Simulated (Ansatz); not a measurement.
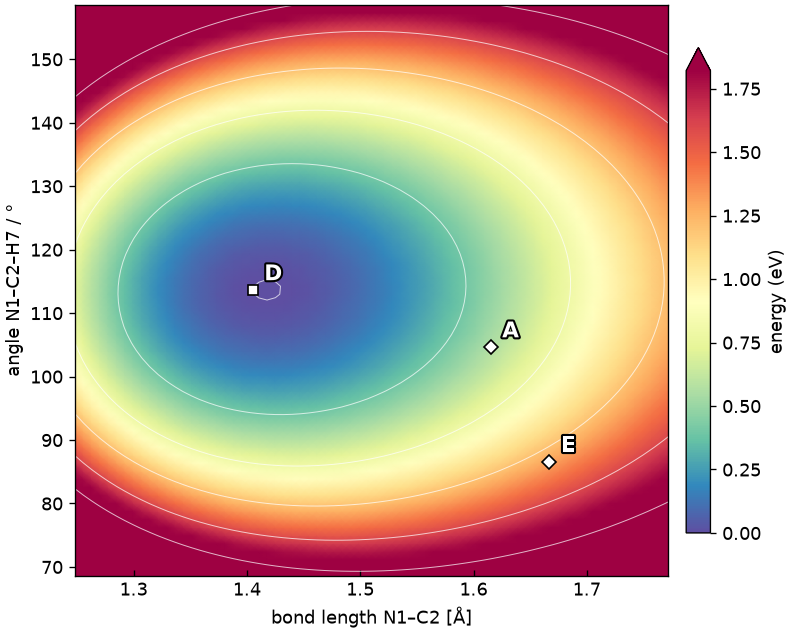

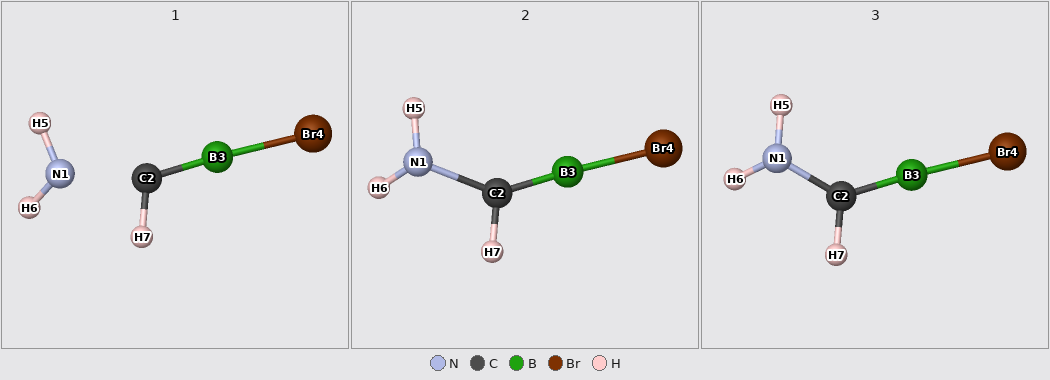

CH3BBrN, SMILES NC=BBr. Coordinates scanned: (1) bond length N1–C2; (2) angle N1–C2–H7. Nothing is relaxed (all other coordinates rigid). Grid: 11 × 11 points. Energies are in eV, from the lowest grid point. Method: RKS r2SCAN-D4/def2-TZVP (Ansatz 0.2.0).

Drawn: a smooth colour map with a few white contour lines, one colour for all values above the top of the scale, lettered points. Between grid points the surface is interpolated. The numbered pictures are the structures at these points, in random order.

Q: Which structure belongs to which point?

A: A is structure 2: bond length N1–C2 = 1.615 Å, angle N1–C2–H7 = 104.6°, 0.56 eV; D is structure 3: bond length N1–C2 = 1.405 Å, angle N1–C2–H7 = 113.6°, 0.00 eV; E is structure 1: bond length N1–C2 = 1.667 Å, angle N1–C2–H7 = 86.6°, 1.30 eV.
